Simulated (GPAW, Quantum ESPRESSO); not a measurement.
# Mo (Im-3m): the Mo L₃ absorption edge, part 3 of 4

Do two independent programs agree on the Mo L₃ edge of Mo (Im-3m)? The same cell and functional are run with XSpectra and with GPAW.

Quantum ESPRESSO 7.5 and GPAW 26.7.0; core-hole supercells, plane-wave PAW PBE.

So far. Step 7 (Spectrum with XCH, Mo atom 1 (Quantum ESPRESSO)): Main maxima below 30 eV (height): 1.0 eV (2.86), 13.2 eV (0.83), 19.4 eV (0.73) and 28.1 eV (0.64).  Step 8 (Ground state of the crystal (GPAW)): The mesh shows no gap, so the system is treated as a metal and the core electron is put at the Fermi level (neutral cell).

### Step 9. Spectrum without a core hole, Mo atom 1 (GPAW)

Level of this step: X-ray absorption from dipole matrix elements to empty bands, plane-wave PAW PBE (GPAW).

Without a hole the spectrum is the empty density of states of the right symmetry on the absorber, weighted by matrix elements. It needs only the small cell and serves as the baseline. The data set with a hole of occupation 0 only carries the core orbital.

Input file xas.py:

```python
import numpy as np
from ase import Atoms
from ase.parallel import parprint, paropen
from gpaw import GPAW, PW, FermiDirac, Mixer, MixerDif, setup_paths
from gpaw.test import gen
setup_paths.insert(0, '.')
gen('Mo', name='nch2p', xcname='PBE', corehole=(2, 1, 0), write_xml=True)
from gpaw.mpi import world
world.barrier()

atoms = Atoms('Mo',
    cell=[[-1.573415, 1.573415, 1.573415],
     [1.573415, -1.573415, 1.573415],
     [1.573415, 1.573415, -1.573415]],
    scaled_positions=[[0, 0, 0]],
    pbc=True)
atoms.calc = calc = GPAW(legacy_gpaw=True, mode=PW(500), xc='PBE', setups={0: 'nch2p'},
    kpts={'size': (15, 15, 15), 'gamma': True}, occupations=FermiDirac(0.1),
    charge=0, mixer=Mixer(0.1, 5, 50), maxiter=150,
    convergence={'density': 0.0001}, txt='scf.txt')
energy = atoms.get_potential_energy() + calc.get_reference_energy()
ef = calc.get_fermi_level()
out = dict(energy=energy, fermi=ef, forces=atoms.get_forces().tolist())
parprint(f'all-electron energy {energy:.4f} eV, Fermi level {ef:.4f} eV')
ev = np.array([[calc.get_eigenvalues(k, s) for k in range(len(calc.get_ibz_k_points()))] for s in range(calc.get_number_of_spins())])
out['homo'], out['lumo'], out['counts'] = ev[ev < ef].max(), ev[ev > ef].min(), sorted(set((ev < ef).sum((0, 2)).tolist()))
out['filled'] = (ev[:, 0] < ef).sum(1).tolist()

from ase.units import Ha
from gpaw.xas import dipole_matrix_elements
nb = int(calc.get_number_of_electrons() / 2) + 18
top = nb
nscf = calc.fixed_density(kpts={'size': (14, 14, 14), 'gamma': True},
    convergence={'eigenstates': 1.0}, txt='nscf.txt')
nscf.diagonalize_full_hamiltonian(nbands=nb)
cell = atoms.cell.array
ops = [cell.T @ U.T @ np.linalg.inv(cell.T) for U in nscf.wfs.kd.symmetry.op_scc]
E = np.arange(-25, 34, 0.1)
fwhm = np.interp(E, [4, 25], [1.78, 3.5])
Y, X, zero, highest = 0, 0, 1e9, 1e9
for spin in range(nscf.get_number_of_spins()):
    wfs = nscf.wfs
    A = dipole_matrix_elements(wfs.setups[0])
    eps = np.zeros((wfs.kd.nibzkpts, nb))
    d = np.zeros((3, A.shape[1], wfs.kd.nibzkpts, nb), complex)
    for kpt in wfs.kpt_u:
        if kpt.s == spin and 0 in kpt.P_ani:
            eps[kpt.k] = kpt.eps_n * Ha
            d[:, :, kpt.k] = (kpt.weight * wfs.nspins / 2) ** 0.5 * np.inner(A, kpt.P_ani[0])
    world.sum(eps)
    world.sum(d)
    T = np.einsum('amkn,bmkn->abkn', d, d.conj()).real
    T = sum(np.einsum('ai,ijkn,bj->abkn', R, T, R) for R in ops) / len(ops)
    empty = eps > ef
    zero, highest = min(zero, eps[empty].min()), min(highest, eps[:, top - 1].min())
    lines = [(eps, T, empty)] if spin == 0 else lines + [(eps, T, empty)]
for eps, T, empty in lines:
    f = np.einsum('aakn->akn', T).reshape(3, -1)
    x = eps.ravel() - zero
    w = np.interp(x, E, fwhm) / 2.35482
    g = np.exp(-0.5 * ((E[:, None] - x) / w) ** 2) / (w * (2 * np.pi) ** 0.5)
    Y = Y + (f * empty.ravel()) @ g.T
    X = X + (f * ~empty.ravel()) @ g.T
out.update(E=E.round(2).tolist(), xas=Y.tolist(), xes=X.tolist(), zero=zero, valid=highest - zero, nk=len(eps), nb=nb)
for i in range(0, len(E), 10):
    parprint(f'{E[i]:7.2f}', *(f'{v:10.3e}' for v in Y[:, i]))
import json
with paropen('out.json', 'w') as f:
    json.dump(out, f)
```

Started as:

```
$ OMP_NUM_THREADS=1 mpirun -n 4 gpaw python xas.py
```

Numbers of over 12 decimals in the logs are rounded to 6 here.

The log of the run:

```text
Input parameters:
  convergence: {density: 0.0001}
  kpts: {gamma: True,
         size: (15, 15, 15)}
  maxiter: 150
  mixer: {backend: pulay,
          beta: 0.1,
          method: separate,
          nmaxold: 5,
          weight: 50}
  mode: {ecut: 500.0,
         name: pw}
  occupations: {fixmagmom: False,
                name: fermi-dirac,
                width: 0.1}
  setups: {0: nch2p}
  xc: PBE

Initialize ...

[...]
*d    :     0.862057
--------------------------------

Diagonalizing with gridspacing h=0.050

state   all-electron     PAW
-------------------------------
4s:      -2.363253    -2.363925
4p:      -1.414509    -1.415820
4d:      -0.137943    -0.139490
*f:                    0.064731
-------------------------------
all-electron energy -110145.3273 eV, Fermi level 13.5428 eV
[...]
32.00  7.840e-06  7.840e-06  7.840e-06
  33.00  8.278e-06  8.278e-06  8.278e-06
[key lines of the parts left out:]
Converged after 11 iterations.
Dipole moment: (-0.000000, 0.000000, -0.000000) |e|*Ang
Free energy:    -11.264760
Fermi level: 13.54285
```

Wall time 11 s (4 MPI ranks of Arm Neoverse V2, shared host); peak memory 0.2 GiB; 42 s of CPU time.

The Mo L₃ spectrum, Mo atom 1, no core hole (energy from the lowest empty level; intensity scaled to a mean of 1 over the first 20 eV):

| E (eV) | intensity |
| --- | --- |
| -2.0 | 0.01 |
| -0.5 | 0.55 |
| 1.0 | 2.56 |
| 2.5 | 3.30 |
| 4.0 | 1.45 |
| 5.5 | 0.63 |
| 7.0 | 0.45 |
| 8.5 | 0.32 |
| 10.0 | 0.38 |
| 11.5 | 0.70 |
| 13.0 | 0.78 |
| 14.5 | 0.70 |
| 16.0 | 0.62 |
| 17.5 | 0.57 |
| 19.0 | 0.63 |
| 20.5 | 0.57 |
| 22.0 | 0.39 |
| 23.5 | 0.40 |
| 25.0 | 0.46 |
| 26.5 | 0.50 |
| 28.0 | 0.51 |
| 29.5 | 0.49 |
| 31.0 | 0.46 |

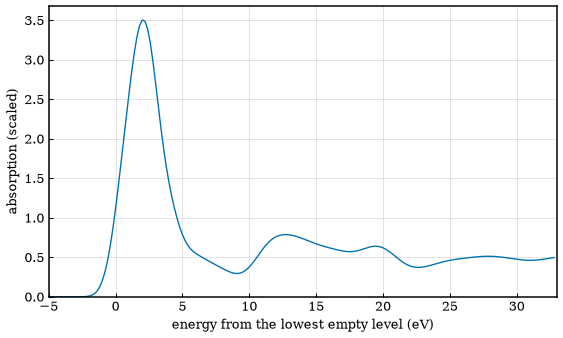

The Mo L₃ edge, Mo atom 1, no core hole: main maxima at 2.0 and 12.8 eV.

Main maxima below 30 eV (height): 2.0 eV (3.50) and 12.8 eV (0.79). 

The same matrix elements for filled bands give the Mo L₃ emission of Mo atom 1 (ground-state approximation; energy from the lowest empty level, largest value 1):

| E (eV) | emission |
| --- | --- |
| -24.0 | 0.00 |
| -22.5 | 0.00 |
| -21.0 | 0.00 |
| -19.5 | 0.00 |
| -18.0 | 0.00 |
| -16.5 | 0.00 |
| -15.0 | 0.00 |
| -13.5 | 0.00 |
| -12.0 | 0.00 |
| -10.5 | 0.00 |
| -9.0 | 0.00 |
| -7.5 | 0.00 |
| -6.0 | 0.07 |
| -4.5 | 0.52 |
| -3.0 | 0.96 |
| -1.5 | 0.83 |
| 0.0 | 0.20 |
| 1.5 | 0.01 |
| 3.0 | 0.00 |

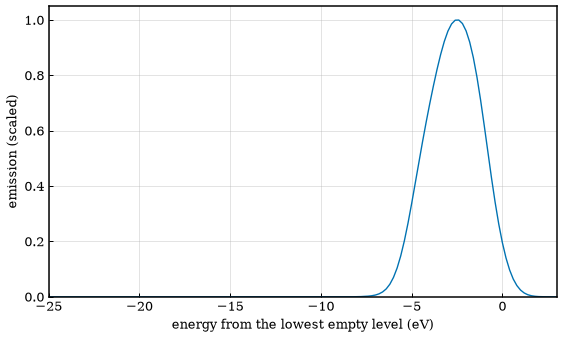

X-ray emission from the filled bands.

Emission maxima: -2.4 eV (1.00).

### Step 10. Reference energy of the supercell (GPAW)

Total energies of two programs can't be mixed, so the cell and mesh of GPAW's hole run get a reference energy of their own.

Input file scf.py:

```python
import numpy as np
from ase import Atoms
from ase.parallel import parprint, paropen
from gpaw import GPAW, PW, FermiDirac, Mixer, MixerDif, setup_paths
from gpaw.test import gen
setup_paths.insert(0, '.')
gen('Mo', name='nch2p', xcname='PBE', corehole=(2, 1, 0), write_xml=True)
from gpaw.mpi import world
world.barrier()

atoms = Atoms('Mo8',
    cell=[[-3.14683, 3.14683, 3.14683],
     [3.14683, -3.14683, 3.14683],
     [3.14683, 3.14683, -3.14683]],
    scaled_positions=[[0, 0, 0],
     [0, 0, 0.5],
     [0, 0.5, 0],
     [0.5, 0, 0],
     [0, 0.5, 0.5],
     [0.5, 0, 0.5],
     [0.5, 0.5, 0],
     [0.5, 0.5, 0.5]],
    pbc=True)
atoms.calc = calc = GPAW(legacy_gpaw=True, mode=PW(500), xc='PBE', setups={0: 'nch2p'},
    kpts={'size': (6, 6, 6), 'gamma': True}, occupations=FermiDirac(0.1),
    charge=0, mixer=Mixer(0.1, 5, 50), maxiter=150,
    convergence={'density': 0.0001}, txt='scf.txt')
energy = atoms.get_potential_energy() + calc.get_reference_energy()
ef = calc.get_fermi_level()
out = dict(energy=energy, fermi=ef, forces=atoms.get_forces().tolist())
parprint(f'all-electron energy {energy:.4f} eV, Fermi level {ef:.4f} eV')
ev = np.array([[calc.get_eigenvalues(k, s) for k in range(len(calc.get_ibz_k_points()))] for s in range(calc.get_number_of_spins())])
out['homo'], out['lumo'], out['counts'] = ev[ev < ef].max(), ev[ev > ef].min(), sorted(set((ev < ef).sum((0, 2)).tolist()))
out['filled'] = (ev[:, 0] < ef).sum(1).tolist()
import json
with paropen('out.json', 'w') as f:
    json.dump(out, f)
```

Started as:

```
$ OMP_NUM_THREADS=1 mpirun -n 4 gpaw python scf.py
```

The log of the run:

```text
Input parameters:
  convergence: {density: 0.0001}
  kpts: {gamma: True,
         size: (6, 6, 6)}
  maxiter: 150
  mixer: {backend: pulay,
          beta: 0.1,
          method: separate,
          nmaxold: 5,
          weight: 50}
  mode: {ecut: 500.0,
         name: pw}
  occupations: {fixmagmom: False,
                name: fermi-dirac,
                width: 0.1}
  setups: {0: nch2p}
  xc: PBE

Initialize ...

[...]
5s(1) :    -0.150085     0.978120
4p(6) :    -1.414509     0.335875
5p(0) :    -0.038372     0.985136
4d(5) :    -0.137943     0.661676
*d    :     0.862057
--------------------------------

Diagonalizing with gridspacing h=0.050

state   all-electron     PAW
-------------------------------
4s:      -2.363253    -2.363925
4p:      -1.414509    -1.415820
4d:      -0.137943    -0.139490
*f:                    0.064731
-------------------------------
all-electron energy -881162.7496 eV, Fermi level 13.5288 eV
[key lines of the parts left out:]
Converged after 18 iterations.
Dipole moment: (0.000000, 0.000000, 0.000000) |e|*Ang
Free energy:    -90.221978
Fermi level: 13.52877
```

Run time: 36 s. Hardware: 4 MPI ranks; peak memory 0.29 GiB.

Reference energy: -881162.750 eV with the cores included.

### Step 11. Spectrum with XCH, Mo atom 1 (GPAW)

The holes are 5.5 Å apart. The excited electron is kept in the cell, where it fills the lowest empty states and screens the hole. After the field has converged, empty bands are computed with the density fixed and the dipole matrix elements are summed.

Edit xas.py of step 9 so:

```diff
@@ -6,3 +6,3 @@
 setup_paths.insert(0, '.')
-gen('Mo', name='nch2p', xcname='PBE', corehole=(2, 1, 0), write_xml=True)
+gen('Mo', name='fch2p', xcname='PBE', corehole=(2, 1, 1), write_xml=True)
 from gpaw.mpi import world
@@ -10,11 +10,18 @@
 
-atoms = Atoms('Mo',
-    cell=[[-1.573415, 1.573415, 1.573415],
-     [1.573415, -1.573415, 1.573415],
-     [1.573415, 1.573415, -1.573415]],
-    scaled_positions=[[0, 0, 0]],
+atoms = Atoms('Mo8',
+    cell=[[-3.14683, 3.14683, 3.14683],
+     [3.14683, -3.14683, 3.14683],
+     [3.14683, 3.14683, -3.14683]],
+    scaled_positions=[[0, 0, 0],
+     [0, 0, 0.5],
+     [0, 0.5, 0],
+     [0.5, 0, 0],
+     [0, 0.5, 0.5],
+     [0.5, 0, 0.5],
+     [0.5, 0.5, 0],
+     [0.5, 0.5, 0.5]],
     pbc=True)
-atoms.calc = calc = GPAW(legacy_gpaw=True, mode=PW(500), xc='PBE', setups={0: 'nch2p'},
-    kpts={'size': (15, 15, 15), 'gamma': True}, occupations=FermiDirac(0.1),
-    charge=0, mixer=Mixer(0.1, 5, 50), maxiter=150,
+atoms.calc = calc = GPAW(legacy_gpaw=True, mode=PW(500), xc='PBE', setups={0: 'fch2p'},
+    kpts={'size': (6, 6, 6), 'gamma': True}, occupations=FermiDirac(0.1),
+    charge=-1, mixer=Mixer(0.1, 5, 50), maxiter=150,
     convergence={'density': 0.0001}, txt='scf.txt')
@@ -30,10 +37,9 @@
 from gpaw.xas import dipole_matrix_elements
-nb = int(calc.get_number_of_electrons() / 2) + 18
-top = nb
-nscf = calc.fixed_density(kpts={'size': (14, 14, 14), 'gamma': True},
-    convergence={'eigenstates': 1.0}, txt='nscf.txt')
-nscf.diagonalize_full_hamiltonian(nbands=nb)
+nb = int(calc.get_number_of_electrons() / 2) + 117
+top, nb = nb, nb + 8 + nb // 12
+nscf = calc.fixed_density(kpts={'size': (7, 7, 7), 'gamma': True}, nbands=nb,
+    convergence={'bands': top, 'eigenstates': 1e-5}, maxiter=60, txt='nscf.txt')
 cell = atoms.cell.array
 ops = [cell.T @ U.T @ np.linalg.inv(cell.T) for U in nscf.wfs.kd.symmetry.op_scc]
-E = np.arange(-25, 34, 0.1)
+E = np.arange(-6, 34, 0.1)
 fwhm = np.interp(E, [4, 25], [1.78, 3.5])
```

Started as:

```
$ OMP_NUM_THREADS=1 mpirun -n 4 gpaw python xas.py
```

The log of the run:

```text
Input parameters:
  charge: -1
  convergence: {density: 0.0001}
  kpts: {gamma: True,
         size: (6, 6, 6)}
  maxiter: 150
  mixer: {backend: pulay,
          beta: 0.1,
          method: separate,
          nmaxold: 5,
          weight: 50}
  mode: {ecut: 500.0,
         name: pw}
  occupations: {fixmagmom: False,
                name: fermi-dirac,
                width: 0.1}
  setups: {0: fch2p}
  xc: PBE

Initialize ...

[... PAW data sets ...]

Reference energy: -878517.874661  # eV

Spin-paired calculation

[... convergence settings ...]
Symmetries present (total): 48
  [... symmetry matrices ...]

216 k-points: 6 x 6 x 6 Monkhorst-Pack grid + [1/12,1/12,1/12]
16 k-points in the irreducible part of the Brillouin zone
       k-points in crystal coordinates                weights
   0:     0.00000000    0.00000000    0.00000000          1/216
   1:     0.16666667    0.00000000    0.00000000         12/216
   2:     0.16666667    0.16666667   -0.16666667          6/216
   3:     0.33333333    0.00000000   -0.16666667         24/216
   4:     0.33333333    0.00000000    0.00000000         12/216
   5:     0.33333333    0.16666667   -0.16666667         24/216
   6:     0.33333333    0.33333333   -0.33333333          6/216
   7:     0.33333333    0.33333333    0.16666667         12/216
   8:     0.33333333    0.33333333    0.33333333          8/216
   9:     0.50000000    0.16666667    0.16666667          8/216
          ...
  15:     0.50000000    0.50000000    0.50000000          1/216

Wave functions: Plane wave expansion
  Cutoff energy: 500.000 eV
  Number of coefficients (min, max): 3103, 3252
  Pulay-stress correction: 0.000000 eV/Ang^3 (de/decut=0.000000)
  Using FFTW library
  Wavefunction extrapolation:
    Improved wavefunction reuse through dual PAW basis

Occupation numbers: Fermi-Dirac:
  width: 0.1000  # eV

Eigensolver
   Davidson(niter=2)

Densities:
  Coarse grid: 30*30*30 grid
  Fine grid: 60*60*60 grid
  Total Charge: 0.000000

Density mixing:
  Method: separate
  Backend: pulay
  Linear mixing parameter: 0.1
  old densities: 5
  Width of damping distribution: 1.1
  Damping of long wavelength oscillations: 50

[... Hamiltonian set-up ...]
Number of atoms: 8
Number of atomic orbitals: 104
Number of bands in calculation: 72
Number of valence electrons: 113
Bands to converge: occupied

... initialized

Initializing position-dependent things.

Density initialized from atomic densities
Creating initial wave functions:
  72 bands from LCAO basis set

            Mo

         Mo     Mo
             MoMo
            Mo     Mo

                Mo

Atomic positions and initial magnetic moments

Positions:
   0 Mo     0.000000    0.000000    0.000000    ( 0.0000,  0.0000,  0.0000)
   1 Mo     1.573415    1.573415   -1.573415    ( 0.0000,  0.0000,  0.0000)
   2 Mo     1.573415   -1.573415    1.573415    ( 0.0000,  0.0000,  0.0000)
   3 Mo    -1.573415    1.573415    1.573415    ( 0.0000,  0.0000,  0.0000)
   4 Mo     3.146830    0.000000    0.000000    ( 0.0000,  0.0000,  0.0000)
   5 Mo     0.000000    3.146830    0.000000    ( 0.0000,  0.0000,  0.0000)
   6 Mo     0.000000    0.000000    3.146830    ( 0.0000,  0.0000,  0.0000)
   7 Mo     1.573415    1.573415    1.573415    ( 0.0000,  0.0000,  0.0000)

Unit cell:
           periodic     x           y           z      points  spacing
  1. axis:    yes   -3.146830    3.146830    3.146830    30     0.1483
  2. axis:    yes    3.146830   -3.146830    3.146830    30     0.1483
  3. axis:    yes    3.146830    3.146830   -3.146830    30     0.1483

  Lengths:   5.450469   5.450469   5.450469
  Angles:  109.471221 109.471221 109.471221

Effective grid spacing dv^(1/3) = 0.1665

iter:   1  -111.107513
iter:   2  -104.451579   -0.43  -1.10
iter:   3  -102.527613   -1.13  -1.19
iter:   4   -98.320509   -0.63  -1.26
iter:   5   -98.368244   -1.71  -1.74
iter:   6  -104.742729   -0.37  -1.77
iter:   7  -103.974832   -1.54  -1.35
iter:   8  -105.759405   -1.60  -1.36
[...]
iter:  12   -98.686713   -1.94  -2.00
iter:  13   -98.423019   -2.21  -1.92
iter:  14   -98.390242   -2.02  -2.31
iter:  15   -98.381217c  -3.30  -2.64
iter:  16   -98.381924c  -3.78  -3.14
iter:  17   -98.381035c  -4.28  -3.20
iter:  18   -98.381172c  -4.53  -3.93
iter:  19   -98.381100c  -5.04  -3.67
iter:  20   -98.381075c  -6.00  -3.98
iter:  21   -98.381097c  -5.61  -4.40c
iter:  22   -98.381076c  -6.08  -4.03c
iter:  23   -98.381076c  -7.51c -4.72c

Converged after 23 iterations.

Dipole moment: (0.000000, 0.000000, 0.000000) |e|*Ang

Energy contributions relative to reference atoms: (reference = -878517.874661)

Kinetic:        -91.234519
Potential:      +48.130481
External:        +0.000000
XC:             -52.700563
Entropy (-ST):   -0.178358
Local:           -2.487297
SIC:             +0.000000
--------------------------
Free energy:    -98.470255
Extrapolated:   -98.381076

Showing only first 2 kpts
 Kpt  Band  Eigenvalues  Occupancy
  0    54     14.96810    0.00000
  0    55     14.98452    0.00000
  0    56     14.98452    0.00000
  0    57     14.98452    0.00000

  1    54     13.92682    0.02749
  1    55     14.10342    0.00475
  1    56     14.35328    0.00039
[...]
Fermi level: 13.49948

No gap
No difference between direct/indirect transitions

Forces in eV/Ang:
  0 Mo   -0.00000    0.00000    0.00000
  1 Mo   -0.00000    0.00000   -0.00000
  2 Mo    0.00000    0.00000    0.00000
  3 Mo    0.00000    0.00000    0.00000
  4 Mo    0.00000   -0.00000    0.00000
  5 Mo    0.00000    0.00000    0.00000
  6 Mo    0.00000   -0.00000    0.00000
  7 Mo    0.00000    0.00000    0.00000
Scalar-relativistic atomic PBE calculation for Mo (Molybdenum, Z=42)
Core hole in 2p state (2p occupation: 5.0)
750 radial gridpoints.
|------------------------------------------------|
|------------------------------------------------|
[... the atom generator's iteration count ...]

Energy contributions:
-------------------------
Kinetic:    +4075.438731
XC:          -119.209936
Potential:  -7909.697617
-------------------------
Total:      -3953.468822

state      eigenvalue         ekin         rmax
-----------------------------------------------
1s^2.0 :  -733.906869   924.517908        0.023
2s^2.0 :  -106.400865   190.089731        0.129
2p^5.0 :   -95.964611   182.967324        0.103
3s^2.0 :   -18.866155    51.329851        0.378
3p^6.0 :   -15.332986    47.793629        0.370
3d^10.0:    -9.551490    43.130521        0.312
4s^2.0 :    -2.900268    11.909939        0.962
4p^6.0 :    -1.916661     9.786804        1.032
4d^5.0 :    -0.527519     5.302466        1.260
5s^1.0 :    -0.410285     1.607119        2.657
5p^0.0 :    -0.250231     0.991283        3.289
-----------------------------------------------
(units: Bohr and Hartree)

Generating PAW setup
Kinetic energy of the core from tauc = 4043.606873047512
Cutoffs:
rc(s)=2.340
rc(p)=2.450
rc(d)=2.450
rc(vbar)=2.340
rc(comp)=2.270
rc(nct)=2.450

Kinetic energy of the core states: 3964.778581
Charge: 1.0
Core electrons: 27.0
Valence electrons: 14.0
Pseudo-core charge: 0.000160
Shape function alpha=1.941
Pseudo-electron charge 6.114097
state    eigenvalue         norm
--------------------------------
4s(2) :    -2.900268     0.422828
5s(1) :    -0.410285     0.981063
4p(6) :    -1.916661     0.274419
5p(0) :    -0.250231     0.975993
4d(5) :    -0.527519     0.528141
*d    :     0.472481
--------------------------------

Diagonalizing with gridspacing h=0.050

state   all-electron     PAW
-------------------------------
4s:      -2.900268    -2.900927
4p:      -1.916661    -1.917897
4d:      -0.527519    -0.529399
*f:                   -0.027809
-------------------------------
all-electron energy -878616.2557 eV, Fermi level 13.4995 eV
[...]
31.00  6.881e-06  6.881e-06  6.881e-06
  32.00  7.172e-06  7.172e-06  7.172e-06
  33.00  7.475e-06  7.475e-06  7.475e-06
```

Run time: 2 min. Hardware: 4 MPI ranks; peak memory 0.4 GiB; 7.9 min of CPU time.

The Mo L₃ spectrum, Mo atom 1, excited-electron core hole (neutral cell) (energy from the lowest empty level; intensity scaled to a mean of 1 over the first 20 eV):

| E (eV) | intensity |
| --- | --- |
| -2.0 | 0.01 |
| -0.5 | 0.97 |
| 1.0 | 3.71 |
| 2.5 | 2.47 |
| 4.0 | 0.98 |
| 5.5 | 0.50 |
| 7.0 | 0.39 |
| 8.5 | 0.31 |
| 10.0 | 0.46 |
| 11.5 | 0.79 |
| 13.0 | 0.83 |
| 14.5 | 0.73 |
| 16.0 | 0.65 |
| 17.5 | 0.60 |
| 19.0 | 0.65 |
| 20.5 | 0.55 |
| 22.0 | 0.40 |
| 23.5 | 0.44 |
| 25.0 | 0.51 |
| 26.5 | 0.53 |
| 28.0 | 0.54 |
| 29.5 | 0.51 |
| 31.0 | 0.49 |

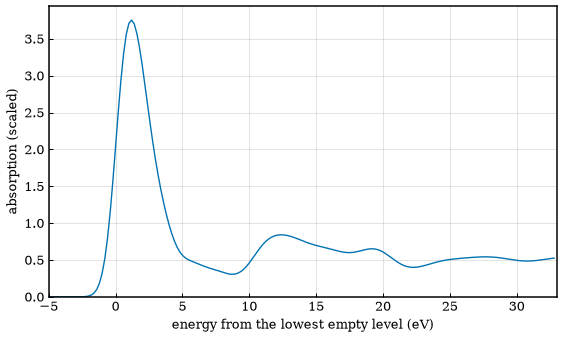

The Mo L₃ edge, Mo atom 1, excited-electron core hole (neutral cell): main maxima at 1.2 and 12.4 eV.

Main maxima below 30 eV (height): 1.2 eV (3.75) and 12.4 eV (0.84). 

[end of part 3 of 4]

[Banner, clock and machine lines of the logs are left out without a mark of their own.]

[Logs are printed without paths, hosts, clocks, repeated set-up lines and the standing remarks that a program may print on its own settings, such as how far it seeks lower states.]

[Hosts, paths, dates, database ids (printed as entryN), source tags and the programs' standing remarks are cut or masked in the printed files.]

[Lists of maxima count a maximum above −3 eV only where it reaches 4 % of the highest in the window and stands out from its surroundings by 2 % of it (1.5 % where it reaches 55 %); shoulders and weaker maxima are passed over, and of the rest the first, up to two pre-edge ones and the few strongest are named.]
